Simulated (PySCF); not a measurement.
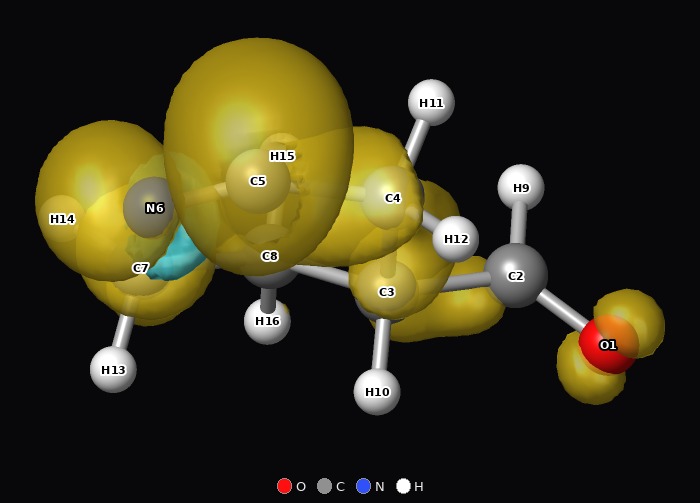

The picture shows: C₆H₈NO (doublet). Isosurfaces of the spin density at +0.015 (yellow) and −0.015 e/Å³ (cyan), seen from one side.

Geometry: GFN2-xTB.

All numbers below come from UKS B3LYP, pcH-1 on C H N O, non-relativistic, mean-field spin-orbit, GIAO (PySCF 2.14.0, density-fitted response routines).

```xyz
16

O    -2.8165    0.0904   -1.2673
C    -1.9978   -0.2699   -0.4636
C    -0.5501    0.1138   -0.4806
C    -0.4429    1.3384    0.4897
C     0.9784    1.5009    0.8102
N     1.9262    0.7566    0.6345
C     1.8397   -0.5499    0.0191
C     0.3768   -1.0137   -0.0172
H    -2.2849   -0.8835    0.4138
H    -0.2703    0.4482   -1.4840
H    -0.9909    1.1517    1.4173
H    -0.8608    2.2288    0.0203
H     2.2580   -0.4621   -0.9879
H     2.4622   -1.2410    0.5913
H     0.0770   -1.3326    0.9843
H     0.2883   -1.8670   -0.6913
```

Which atoms carry the spin?

Answer. The unpaired spin (1 electron) lies mostly on C5 (about 0.6), N6 (about 0.2) and C4 (about 0.1), in electrons by Hirshfeld's partition.
